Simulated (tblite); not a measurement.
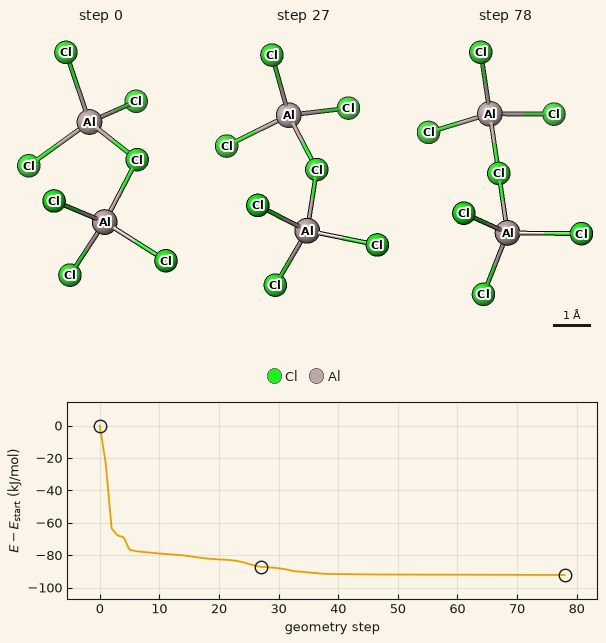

Frames of a relaxation of Al$_{2}$Cl$_{7}$ (charge −1), marked on the history of the run. The picture is a ball-and-stick view, seen from a free direction.

The calculation used GFN2-xTB geometry optimisation, gas phase in tblite 0.8.0. 

Question: Describe the path.

Answer: The largest move after the best rigid fit is that of a Cl atom, 1.24 Å. Largest moves by element: Cl 1.24 Å, Al 0.37 Å. Some distances before and after: Al–Cl 2.229 → 2.078 Å, Al–Cl 2.197 → 2.078 Å, Al–Cl 2.180 → 2.188 Å. Bond angles that change, for instance: Al–Cl–Al 115.3° → 179.8°, Cl–Al–Cl 114.7° → 104.6°, Cl–Al–Cl 112.9° → 104.4°. The energy falls by 92.2 kJ/mol in 78 geometry steps. From step 0 to 27: a Cl atom moves most (0.70 Å), energy −87.1 kJ/mol. From step 27 to 78: a Cl atom moves most (0.56 Å), energy −5.02 kJ/mol.

| step | E − E(0), kJ/mol |
| --- | --- |
| 0 | 0.00 |
| 1 | -22.96 |
| 2 | -63.45 |
| 3 | -67.78 |
| 4 | -68.88 |
| 5 | -76.58 |
| 6 | -77.41 |
| 7 | -77.89 |
| 8 | -78.20 |
| 9 | -78.60 |
| 10 | -78.90 |
| 14 | -80.10 |
| 17 | -81.61 |
| 21 | -82.77 |
| 24 | -84.30 |
| 28 | -87.39 |
| 31 | -88.56 |
| 35 | -90.59 |
| 39 | -91.62 |
| 42 | -91.73 |
| 46 | -91.87 |
| 49 | -91.90 |
| 53 | -91.96 |
| 57 | -91.98 |
| 60 | -92.00 |
| 64 | -92.03 |
| 67 | -92.04 |
| 71 | -92.12 |
| 74 | -92.13 |
| 78 | -92.16 |
